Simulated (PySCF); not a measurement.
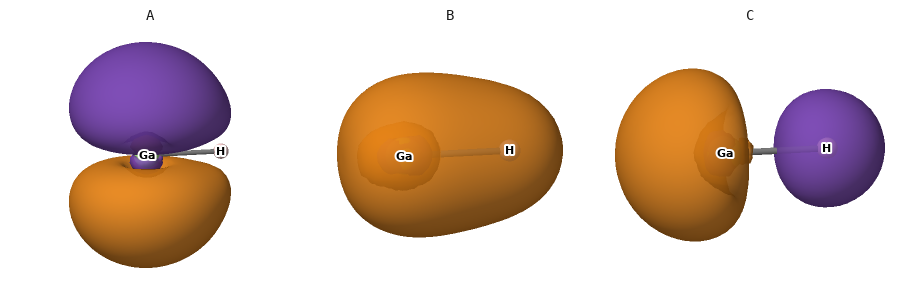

*GaH (charge +1, doublet). Three frontier α-spin orbitals, each drawn at the value that holds 80 % of its norm (orange and purple are the two phases), in no order; of a degenerate pair one member is drawn.*

Theory: PySCF, PBE0/def2-TZVPPD, non-relativistic Hamiltonian with scalar-relativistic core potentials where named, at a bond length of 1.667 Å.

Name the orbitals and rank them from lowest to highest energy.

Orbital B: σ, occupied in this spin, −19.31 eV; shared between the atoms (Ga 65 %, H 35 %).
Orbital C: σ, occupied in this spin, −14.57 eV; mainly on Ga (75 %).
Orbital A: π, empty in this spin, −8.49 eV; almost wholly on Ga.
